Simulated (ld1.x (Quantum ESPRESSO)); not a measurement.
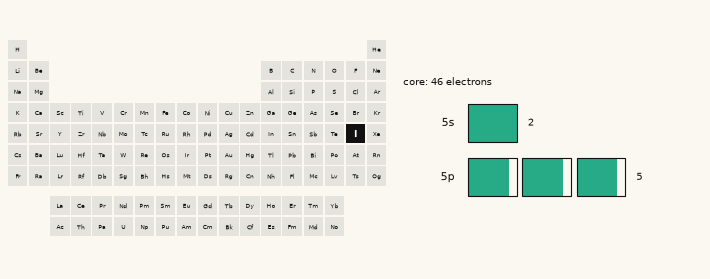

Left, the place of iodine in the periodic table; right, the valence shells of the reference configuration: a box for each of the 2l + 1 orbitals, shaded by the share of the shell that is filled, with the electron count at the right.

Pseudopotential generation: I (part 1 of 2)

System: iodine (I, Z = 53), core [Kr] 4d10, reference valence 5s2 5p5, valence charge 7.
Method: TM potential, LDA (PZ), fully relativistic, made with ld1.x (Quantum ESPRESSO) 7.5.

## The input
```
 &input
   title='I', zed=53., rel=2, dft='PZ', iswitch=3,
   config='[Kr] 4d10 5s2 5p5 5d-2', rel_dist='average',
   nld=5, rlderiv=2.30, eminld=-3.0, emaxld=5.0, deld=0.02
 /
 &inputp
   pseudotype=2, tm=.true., lloc=-1, rcloc=1.70,
   nlcc=.true.,
   file_pseudopw='I.UPF', file_wfcaegen='ae.wfc', file_wfcncgen='nc.wfc', file_beta='beta', file_chi='chi'
 /
3
5S  1  0   2.00   0.00  1.55  1.55  0.0
5P  2  1   5.00   0.00  2.10  2.10  0.0
5D  3  2  -2.00  -0.05  1.70  1.70  0.0
 &test
   configts(1)='5s2 5p5'
 /
```

## Input of the test run
```
 &input
   title='I', zed=53., rel=2, dft='PZ', iswitch=2,
   config='[Kr] 4d10 5s2 5p5 5d-2', rel_dist='average'
 /
 &test
   file_pseudo='I.UPF', nconf=8,
   configts(1)='5s2 5p5',
   configts(2)='5s2 5p4',
   configts(3)='5s2 5p3',
   configts(4)='5s2 5p2',
   configts(5)='5s2 5p4.5',
   configts(6)='5s2 5p1',
   configts(7)='5s1 5p6',
   configts(8)='5s1 5p5'
 /
```

Hardware: 1 CPU thread, shared host.

Command:
```bash
ld1.x < I.in > I.out
```

## Output
```
     Program LD1 v.7.5
     --------------------------- All-electron run ----------------------------

     I
     dirac relativistic calculation

     atomic number is 53.00
     dft =PZ   lsd =0 sic =0 latt =0  beta=0.20 tr2=1.0E-14
     Exchange-correlation= PZ
                           (   1   1   0   0   0   0   0)
     mesh =1247 r(mesh) =  99.95380 a.u. xmin = -7.00 dx = 0.01250
     1 Ry =  13.60569312 eV, c = 137.03599908

     n l j   nl                  e(Ry)          e(Ha)          e(eV)
     Spin orbit split results
     1 0 0.5 1S 1( 2.00)     -2419.8790     -1209.9395    -32924.1309
     2 0 0.5 2S 1( 2.00)      -373.8264      -186.9132     -5086.1668
     2 1 0.5 2P 1( 2.00)      -350.9151      -175.4575     -4774.4430
     2 1 1.5 2P 1( 4.00)      -328.9884      -164.4942     -4476.1149
     3 0 0.5 3S 1( 2.00)       -75.4160       -37.7080     -1026.0866
     3 1 0.5 3P 1( 2.00)       -65.9273       -32.9636      -896.9866
     3 1 1.5 3P 1( 4.00)       -61.8027       -30.9013      -840.8682
     4 0 0.5 4S 1( 2.00)       -13.2280        -6.6140      -179.9764
     4 1 0.5 4P 1( 2.00)        -9.9138        -4.9569      -134.8843
     4 1 1.5 4P 1( 4.00)        -9.1026        -4.5513      -123.8471
     3 2 1.5 3D 1( 4.00)       -45.0215       -22.5108      -612.5493
     3 2 2.5 3D 1( 6.00)       -44.1532       -22.0766      -600.7353
     4 2 1.5 4D 1( 4.00)        -3.7704        -1.8852       -51.2989
     4 2 2.5 4D 1( 6.00)        -3.6437        -1.8218       -49.5749
     5 0 0.5 5S 1( 2.00)        -1.2960        -0.6480       -17.6328
     5 1 0.5 5P 1( 1.67)        -0.5849        -0.2924        -7.9579
     5 1 1.5 5P 1( 3.33)        -0.5091        -0.2545        -6.9261
     Averaged results
     1 0     1S 1( 2.00)     -2419.8790     -1209.9395    -32924.1309
     2 0     2S 1( 2.00)      -373.8264      -186.9132     -5086.1668
     2 1     2P 1( 6.00)      -336.2973      -168.1486     -4575.5576
     3 0     3S 1( 2.00)       -75.4160       -37.7080     -1026.0866
     3 1     3P 1( 6.00)       -63.1775       -31.5888      -859.5743
     4 0     4S 1( 2.00)       -13.2280        -6.6140      -179.9764
     4 1     4P 1( 6.00)        -9.3730        -4.6865      -127.5261
     3 2     3D 1(10.00)       -44.5006       -22.2503      -605.4609
     4 2     4D 1(10.00)        -3.6944        -1.8472       -50.2645
     5 0     5S 1( 2.00)        -1.2960        -0.6480       -17.6328
     5 1     5P 1( 5.00)        -0.5343        -0.2672        -7.2701

     final scf error:  6.7E-15 reached in  35 iterations

     Etot =  -14226.472406 Ry,   -7113.236203 Ha, -193561.017784 eV

     Ekin =   15076.080241 Ry,    7538.040120 Ha,  205120.521250 eV
     Encl =  -34587.270904 Ry,  -17293.635452 Ha, -470583.793888 eV
     Eh   =    5636.187749 Ry,    2818.093875 Ha,   76684.240901 eV
     Exc  =    -351.469492 Ry,    -175.734746 Ha,   -4781.986048 eV

     normalization and overlap integrals

     s(1S/1S) =  1.000000  <r> =   0.0272  <r2> =    0.0010  r(max) =   0.0175
     s(2S/2S) =  1.000000  <r> =   0.1168  <r2> =    0.0162  r(max) =   0.0995
     s(2P/2P) =  1.000000  <r> =   0.0985  <r2> =    0.0119  r(max) =   0.0765
     s(2P/2P) =  1.000000  <r> =   0.1042  <r2> =    0.0132  r(max) =   0.0814
     s(3S/3S) =  1.000000  <r> =   0.3143  <r2> =    0.1130  r(max) =   0.2879
     s(3P/3P) =  1.000000  <r> =   0.3043  <r2> =    0.1077  r(max) =   0.2738
     s(3P/3P) =  1.000000  <r> =   0.3159  <r2> =    0.1158  r(max) =   0.2843
     s(4S/4S) =  1.000000  <r> =   0.7401  <r2> =    0.6195  r(max) =   0.6820
     s(4P/4P) =  1.000000  <r> =   0.7728  <r2> =    0.6813  r(max) =   0.6992
     s(4P/4P) =  1.000000  <r> =   0.8015  <r2> =    0.7328  r(max) =   0.7259
     s(3D/3D) =  1.000000  <r> =   0.2867  <r2> =    0.0974  r(max) =   0.2299
     s(3D/3D) =  1.000000  <r> =   0.2903  <r2> =    0.0997  r(max) =   0.2327
     s(4D/4D) =  1.000000  <r> =   0.9158  <r2> =    0.9832  r(max) =   0.7728
     s(4D/4D) =  1.000000  <r> =   0.9275  <r2> =    1.0086  r(max) =   0.7825
     s(5S/5S) =  1.000000  <r> =   1.9587  <r2> =    4.3555  r(max) =   1.6984
     s(5P/5P) =  1.000000  <r> =   2.3846  <r2> =    6.5775  r(max) =   1.9488
     s(5P/5P) =  1.000000  <r> =   2.5125  <r2> =    7.3139  r(max) =   2.0487

     ------------------------ End of All-electron run ------------------------

     --------------------- Generating NC pseudopotential ---------------------

      Generating local potential from pseudized AE potential:
      Matching radius rcloc =   1.7000

      Local pseudo, rcloc= 1.698 Estimated cut-off energy=     8.68 Ry

      Computing core charge for nlcc:

       r > 1.41 : true rho core
       r < 1.41 : rho core = a sin(br)/r    a=   7.59  b=   1.92

      Integrated core pseudo-charge :   7.11

     Fully relativistic calculation: |psi|^2

     Wfc 5S LC norm =  0.99988229 SC norm =  0.00011454 missing  0.00000317

     Wfc 5P LC norm =  0.99992098 SC norm =  0.00007864 missing  0.00000038

     Wfc 5P LC norm =  0.99992887 SC norm =  0.00006462 missing  0.00000651

      Wfc   5S  rcut= 1.537  Using Troullier-Martins method

      Wfc   5P  rcut= 2.074  Using Troullier-Martins method

      Wfc   5P  rcut= 2.074  Using Troullier-Martins method

      Wfc   5D  rcut= 1.698  Using Troullier-Martins method

      Wfc   5D  rcut= 1.698  Using Troullier-Martins method

     ------------------- End of pseudopotential generation -------------------

     --------------------------- All-electron run ----------------------------

     I
     dirac relativistic calculation

     atomic number is 53.00
     dft =PZ   lsd =0 sic =0 latt =0  beta=0.20 tr2=1.0E-14
     Exchange-correlation= PZ
                           (   1   1   0   0   0   0   0)
     mesh =1247 r(mesh) =  99.95380 a.u. xmin = -7.00 dx = 0.01250
     1 Ry =  13.60569312 eV, c = 137.03599908

     n l j   nl                  e(Ry)          e(Ha)          e(eV)
     Spin orbit split results
     1 0 0.5 1S 1( 2.00)     -2419.8790     -1209.9395    -32924.1309
     2 0 0.5 2S 1( 2.00)      -373.8264      -186.9132     -5086.1668
     2 1 0.5 2P 1( 2.00)      -350.9151      -175.4575     -4774.4430
     2 1 1.5 2P 1( 4.00)      -328.9884      -164.4942     -4476.1149
     3 0 0.5 3S 1( 2.00)       -75.4160       -37.7080     -1026.0866
     3 1 0.5 3P 1( 2.00)       -65.9273       -32.9636      -896.9866
     3 1 1.5 3P 1( 4.00)       -61.8027       -30.9013      -840.8682
     4 0 0.5 4S 1( 2.00)       -13.2280        -6.6140      -179.9764
     4 1 0.5 4P 1( 2.00)        -9.9138        -4.9569      -134.8843
     4 1 1.5 4P 1( 4.00)        -9.1026        -4.5513      -123.8471
     3 2 1.5 3D 1( 4.00)       -45.0215       -22.5108      -612.5493
     3 2 2.5 3D 1( 6.00)       -44.1532       -22.0766      -600.7353
     4 2 1.5 4D 1( 4.00)        -3.7704        -1.8852       -51.2989
     4 2 2.5 4D 1( 6.00)        -3.6437        -1.8218       -49.5749
     5 0 0.5 5S 1( 2.00)        -1.2960        -0.6480       -17.6328
     5 1 0.5 5P 1( 1.67)        -0.5849        -0.2924        -7.9579
     5 1 1.5 5P 1( 3.33)        -0.5091        -0.2545        -6.9261
     Averaged results
     1 0     1S 1( 2.00)     -2419.8790     -1209.9395    -32924.1309
     2 0     2S 1( 2.00)      -373.8264      -186.9132     -5086.1668
     2 1     2P 1( 6.00)      -336.2973      -168.1486     -4575.5576
     3 0     3S 1( 2.00)       -75.4160       -37.7080     -1026.0866
     3 1     3P 1( 6.00)       -63.1775       -31.5888      -859.5743
     4 0     4S 1( 2.00)       -13.2280        -6.6140      -179.9764
     4 1     4P 1( 6.00)        -9.3730        -4.6865      -127.5261
     3 2     3D 1(10.00)       -44.5006       -22.2503      -605.4609
     4 2     4D 1(10.00)        -3.6944        -1.8472       -50.2645
     5 0     5S 1( 2.00)        -1.2960        -0.6480       -17.6328
     5 1     5P 1( 5.00)        -0.5343        -0.2672        -7.2701

     final scf error:  6.7E-15 reached in  35 iterations

     Etot =  -14226.472406 Ry,   -7113.236203 Ha, -193561.017784 eV

     Ekin =   15076.080241 Ry,    7538.040120 Ha,  205120.521250 eV
     Encl =  -34587.270904 Ry,  -17293.635452 Ha, -470583.793888 eV
     Eh   =    5636.187749 Ry,    2818.093875 Ha,   76684.240901 eV
     Exc  =    -351.469492 Ry,    -175.734746 Ha,   -4781.986048 eV

     normalization and overlap integrals

     s(1S/1S) =  1.000000  <r> =   0.0272  <r2> =    0.0010  r(max) =   0.0175
     s(2S/2S) =  1.000000  <r> =   0.1168  <r2> =    0.0162  r(max) =   0.0995
     s(2P/2P) =  1.000000  <r> =   0.0985  <r2> =    0.0119  r(max) =   0.0765
     s(2P/2P) =  1.000000  <r> =   0.1042  <r2> =    0.0132  r(max) =   0.0814
     s(3S/3S) =  1.000000  <r> =   0.3143  <r2> =    0.1130  r(max) =   0.2879
     s(3P/3P) =  1.000000  <r> =   0.3043  <r2> =    0.1077  r(max) =   0.2738
     s(3P/3P) =  1.000000  <r> =   0.3159  <r2> =    0.1158  r(max) =   0.2843
     s(4S/4S) =  1.000000  <r> =   0.7401  <r2> =    0.6195  r(max) =   0.6820
     s(4P/4P) =  1.000000  <r> =   0.7728  <r2> =    0.6813  r(max) =   0.6992
     s(4P/4P) =  1.000000  <r> =   0.8015  <r2> =    0.7328  r(max) =   0.7259
     s(3D/3D) =  1.000000  <r> =   0.2867  <r2> =    0.0974  r(max) =   0.2299
     s(3D/3D) =  1.000000  <r> =   0.2903  <r2> =    0.0997  r(max) =   0.2327
     s(4D/4D) =  1.000000  <r> =   0.9158  <r2> =    0.9832  r(max) =   0.7728
     s(4D/4D) =  1.000000  <r> =   0.9275  <r2> =    1.0086  r(max) =   0.7825
     s(5S/5S) =  1.000000  <r> =   1.9587  <r2> =    4.3555  r(max) =   1.6984
     s(5P/5P) =  1.000000  <r> =   2.3846  <r2> =    6.5775  r(max) =   1.9488
     s(5P/5P) =  1.000000  <r> =   2.5125  <r2> =    7.3139  r(max) =   2.0487

     ------------------------ End of All-electron run ------------------------

     Computing logarithmic derivative in   2.30707
     Computing logarithmic derivative in   2.30707
     Computing the partial wave expansion
     R is outside the sphere for l=    0 j= 0.50
     R is outside the sphere for l=    1 j= 0.50
     R is outside the sphere for l=    1 j= 1.50
     R is outside the sphere for l=    2 j= 1.50
     R is outside the sphere for l=    2 j= 2.50

     ---------------------- Testing the pseudopotential ----------------------

     I
     dirac relativistic calculation

     atomic number is 53.00   valence charge is  7.00
     dft =PZ   lsd =0 sic =0 latt =0  beta=0.20 tr2=1.0E-14
     mesh =1247 r(mesh) =  99.95380 xmin = -7.00 dx = 0.01250

     n l  j  nl             e AE (Ry)       e PS (Ry)    De AE-PS (Ry)
     1 0 0.5 5S   1( 2.00)       -1.29599       -1.29599        0.00001
     2 1 0.5 5P   1( 1.67)       -0.58490       -0.58490       -0.00000
     2 1 1.5 5P   1( 3.33)       -0.50906       -0.50907        0.00001

     eps = 7.4E-15  iter =  8

     Etot =  -14226.472406 Ry,   -7113.236203 Ha, -193561.017784 eV
     Etotps =   -32.228647 Ry,     -16.114324 Ha,    -438.493086 eV

     Ekin =       6.251948 Ry,       3.125974 Ha,      85.062087 eV
     Encl =     -48.397563 Ry,     -24.198781 Ha,    -658.482385 eV
     Ehrt =      19.012282 Ry,       9.506141 Ha,     258.675272 eV
     Ecxc =     -14.413582 Ry,      -7.206791 Ha,    -196.106770 eV
     (Ecc =      -8.898621 Ry,      -4.449310 Ha,    -121.071906 eV)
     Epseu=       5.318267 Ry,       2.659134 Ha,      72.358709 eV

     ---------------------- End of pseudopotential test ----------------------
```

## Output of the test run (extracts)
```
     ---------------------- Testing the pseudopotential ----------------------

     I
     dirac relativistic calculation

     atomic number is 53.00   valence charge is  7.00
     dft =PZ   lsd =0 sic =0 latt =0  beta=0.20 tr2=1.0E-14
     mesh =1247 r(mesh) =  99.95380 xmin = -7.00 dx = 0.01250

     n l  j  nl             e AE (Ry)       e PS (Ry)    De AE-PS (Ry)
     1 0 0.5 5S   1( 2.00)       -1.29599       -1.29599        0.00001
     2 1 0.5 5P   1( 1.67)       -0.58490       -0.58490       -0.00000
     2 1 1.5 5P   1( 3.33)       -0.50906       -0.50907        0.00001

     eps = 8.0E-15  iter =  7

     Etot =  -14226.472406 Ry,   -7113.236203 Ha, -193561.017784 eV
     Etotps =   -32.228647 Ry,     -16.114324 Ha,    -438.493084 eV

     Ekin =       6.251948 Ry,       3.125974 Ha,      85.062087 eV
     Encl =     -48.397562 Ry,     -24.198781 Ha,    -658.482380 eV
     Ehrt =      19.012282 Ry,       9.506141 Ha,     258.675271 eV
     Ecxc =     -14.413582 Ry,      -7.206791 Ha,    -196.106769 eV
     (Ecc =      -8.898621 Ry,      -4.449310 Ha,    -121.071906 eV)
     Epseu=       5.318267 Ry,       2.659133 Ha,      72.358707 eV

     ---------------------- End of pseudopotential test ----------------------

     ---------------------- Testing the pseudopotential ----------------------

     I
     dirac relativistic calculation

     atomic number is 53.00   valence charge is  7.00
     dft =PZ   lsd =0 sic =0 latt =0  beta=0.20 tr2=1.0E-14
     mesh =1247 r(mesh) =  99.95380 xmin = -7.00 dx = 0.01250

     n l  j  nl             e AE (Ry)       e PS (Ry)    De AE-PS (Ry)
     1 0 0.5 5S   1( 2.00)       -1.94764       -1.94775        0.00012
     2 1 0.5 5P   1( 1.33)       -1.20171       -1.20173        0.00002
     2 1 1.5 5P   1( 2.67)       -1.11523       -1.11522       -0.00001

     eps = 7.0E-15  iter = 14

     Etot =  -14225.639478 Ry,   -7112.819739 Ha, -193549.685221 eV
     Etotps =   -31.395754 Ry,     -15.697877 Ha,    -427.160990 eV
     dEtot_ae =       0.832928 Ry
     dEtot_ps =       0.832894 Ry,   Delta E=       0.000034 Ry

     Ekin =       5.864927 Ry,       2.932464 Ha,      79.796404 eV
     Encl =     -43.432182 Ry,     -21.716091 Ha,    -590.924940 eV
     Ehrt =      14.809568 Ry,       7.404784 Ha,     201.494439 eV
     Ecxc =     -13.820368 Ry,      -6.910184 Ha,    -188.035692 eV
     (Ecc =      -8.898621 Ry,      -4.449310 Ha,    -121.071906 eV)
     Epseu=       5.182301 Ry,       2.591151 Ha,      70.508799 eV

     ---------------------- End of pseudopotential test ----------------------

     ---------------------- Testing the pseudopotential ----------------------

     I
     dirac relativistic calculation

     atomic number is 53.00   valence charge is  7.00
     dft =PZ   lsd =0 sic =0 latt =0  beta=0.20 tr2=1.0E-14
     mesh =1247 r(mesh) =  99.95380 xmin = -7.00 dx = 0.01250

     n l  j  nl             e AE (Ry)       e PS (Ry)    De AE-PS (Ry)
     1 0 0.5 5S   1( 2.00)       -2.66791       -2.66898        0.00106
     2 1 0.5 5P   1( 1.00)       -1.88453       -1.88569        0.00117
     2 1 1.5 5P   1( 2.00)       -1.78687       -1.78795        0.00109

     eps = 1.0E-15  iter =  7

     Etot =  -14224.162536 Ry,   -7112.081268 Ha, -193529.590391 eV
     Etotps =   -29.918410 Ry,     -14.959205 Ha,    -407.060703 eV
     dEtot_ae =       2.309871 Ry
     dEtot_ps =       2.310237 Ry,   Delta E=      -0.000367 Ry

     Ekin =       5.271396 Ry,       2.635698 Ha,      71.720996 eV
     Encl =     -37.769221 Ry,     -18.884610 Ha,    -513.876426 eV
     Ehrt =      10.833451 Ry,       5.416725 Ha,     147.396609 eV
     Ecxc =     -13.143259 Ry,      -6.571630 Ha,    -178.823153 eV
     (Ecc =      -8.898621 Ry,      -4.449310 Ha,    -121.071906 eV)
     Epseu=       4.889223 Ry,       2.444612 Ha,      66.521271 eV

     ---------------------- End of pseudopotential test ----------------------

     ---------------------- Testing the pseudopotential ----------------------

     I
     dirac relativistic calculation

     atomic number is 53.00   valence charge is  7.00
     dft =PZ   lsd =0 sic =0 latt =0  beta=0.20 tr2=1.0E-14
     mesh =1247 r(mesh) =  99.95380 xmin = -7.00 dx = 0.01250

     n l  j  nl             e AE (Ry)       e PS (Ry)    De AE-PS (Ry)
     1 0 0.5 5S   1( 2.00)       -3.44197       -3.44571        0.00374
     2 1 0.5 5P   1( 0.67)       -2.61969       -2.62458        0.00489
     2 1 1.5 5P   1( 1.33)       -2.51029       -2.51514        0.00485

     eps = 1.5E-17  iter =  7

     Etot =  -14221.983355 Ry,   -7110.991677 Ha, -193499.941126 eV
     Etotps =   -27.736550 Ry,     -13.868275 Ha,    -377.374987 eV
     dEtot_ae =       4.489052 Ry
     dEtot_ps =       4.492097 Ry,   Delta E=      -0.003046 Ry

     Ekin =       4.481244 Ry,       2.240622 Ha,      60.970429 eV
     Encl =     -31.501140 Ry,     -15.750570 Ha,    -428.594850 eV
     Ehrt =       7.286923 Ry,       3.643461 Ha,      99.143632 eV
     Ecxc =     -12.404277 Ry,      -6.202139 Ha,    -168.768790 eV
     (Ecc =      -8.898621 Ry,      -4.449310 Ha,    -121.071906 eV)
     Epseu=       4.400701 Ry,       2.200351 Ha,      59.874592 eV

     ---------------------- End of pseudopotential test ----------------------

     ---------------------- Testing the pseudopotential ----------------------

     I
     dirac relativistic calculation

     atomic number is 53.00   valence charge is  7.00
     dft =PZ   lsd =0 sic =0 latt =0  beta=0.20 tr2=1.0E-14
     mesh =1247 r(mesh) =  99.95380 xmin = -7.00 dx = 0.01250

     n l  j  nl             e AE (Ry)       e PS (Ry)    De AE-PS (Ry)
     1 0 0.5 5S   1( 2.00)       -1.61193       -1.61193       -0.00001
     2 1 0.5 5P   1( 1.50)       -0.88388       -0.88381       -0.00007
     2 1 1.5 5P   1( 3.00)       -0.80279       -0.80272       -0.00007

     eps = 5.4E-15  iter = 12

     Etot =  -14226.132220 Ry,   -7113.066110 Ha, -193556.389316 eV
     Etotps =   -31.888474 Ry,     -15.944237 Ha,    -433.864791 eV
     dEtot_ae =       0.340186 Ry
     dEtot_ps =       0.340173 Ry,   Delta E=       0.000013 Ry

     Ekin =       6.085030 Ry,       3.042515 Ha,      82.791051 eV
     Encl =     -46.011095 Ry,     -23.005548 Ha,    -626.012842 eV
     Ehrt =      16.899119 Ry,       8.449560 Ha,     229.924232 eV
     Ecxc =     -14.129346 Ry,      -7.064673 Ha,    -192.239548 eV
     (Ecc =      -8.898621 Ry,      -4.449310 Ha,    -121.071906 eV)
     Epseu=       5.267818 Ry,       2.633909 Ha,      71.672316 eV

     ---------------------- End of pseudopotential test ----------------------

     ---------------------- Testing the pseudopotential ----------------------

     I
     dirac relativistic calculation

     atomic number is 53.00   valence charge is  7.00
     dft =PZ   lsd =0 sic =0 latt =0  beta=0.20 tr2=1.0E-14
     mesh =1247 r(mesh) =  99.95380 xmin = -7.00 dx = 0.01250

     n l  j  nl             e AE (Ry)       e PS (Ry)    De AE-PS (Ry)
     1 0 0.5 5S   1( 2.00)       -4.25988       -4.28408        0.02420  !
     2 1 0.5 5P   1( 0.33)       -3.39753       -5.18639        1.78886  !
     2 1 1.5 5P   1( 0.67)       -3.27577       -5.04139        1.76562  !

     eps = 4.7E-15  iter = 46

     Etot =  -14219.054958 Ry,   -7109.527479 Ha, -193460.098253 eV
     Etotps =   -23.000509 Ry,     -11.500255 Ha,    -312.937874 eV
     dEtot_ae =       7.417449 Ry
     dEtot_ps =       9.228138 Ry,   Delta E=      -1.810689 Ry

     Ekin =      -6.882265 Ry,      -3.441133 Ha,     -93.637986 eV
     Encl =      -8.529565 Ry,      -4.264783 Ha,    -116.050650 eV
     Ehrt =       0.488947 Ry,       0.244474 Ha,       6.652469 eV
     Ecxc =      -9.768658 Ry,      -4.884329 Ha,    -132.909364 eV
     (Ecc =      -8.898621 Ry,      -4.449310 Ha,    -121.071906 eV)
     Epseu=       1.691032 Ry,       0.845516 Ha,      23.007657 eV

     ---------------------- End of pseudopotential test ----------------------
```

(Continued in part 2.) Outcome of the run: generated, with a ghost state.
